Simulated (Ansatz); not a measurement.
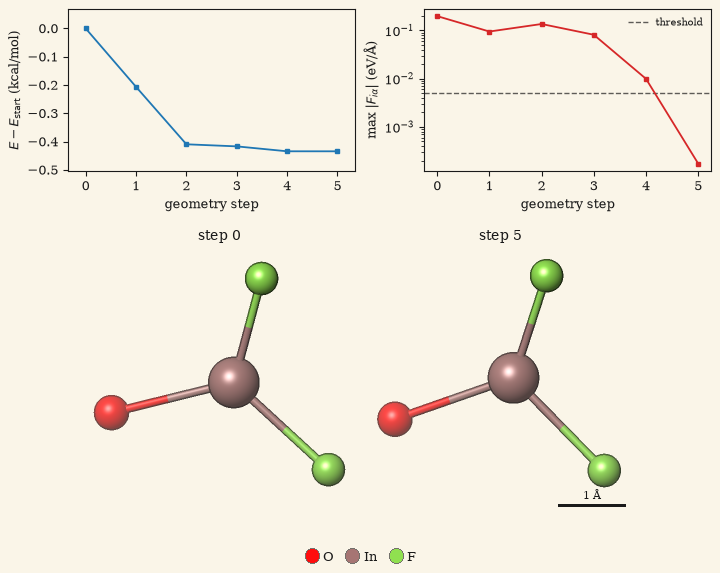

First and last geometry of a constrained relaxation of InOF$_{2}$ (multiplicity 2), with the history of the run. A ball-and-stick model, seen at a tilt.

These are results of UKS PBE0-D4/def2-TZVP (Ansatz 0.2.0), not measurements.

Input
```yaml
crystal:
  periodic: [false, false, false]
  atoms:
    - {symbol: O, position_ang: [-1.032013, -0.029587, 1.698338]}
    - {symbol: In, position_ang: [0.005545, -0.015223, 0.008471]}
    - {symbol: F, position_ang: [1.283126, -1.089859, -0.272940]}
    - {symbol: F, position_ang: [-0.375510, 1.221025, -1.415764]}
basis:
  gaussian: {orbitals: def2-TZVP}
magnetization: {spin_polarized: true, initial_magnetization: 1}
hamiltonian: {xc: pbe0, dispersion: d4}
relax: {f_tol: 0.005, max_steps: 200, constraints: [{distance: [1, 2]}]}
```

Read the history and describe the run.

Answer. It converged. O1 moves most after the best rigid fit: 0.11 Å. By element the largest moves are O 0.11 Å, F 0.08 Å, In 0.07 Å. Near-neighbour distances that change, for instance: In2–F4 1.924 → 1.940 Å. Bond angles that change, for instance: O1–In2–F4 122.1° → 113.7°, O1–In2–F3 122.1° → 130.3°. The energy falls by 0.43 kcal/mol in 5 geometry steps. The largest force component goes from 0.2 to 0.00017 eV/Å.
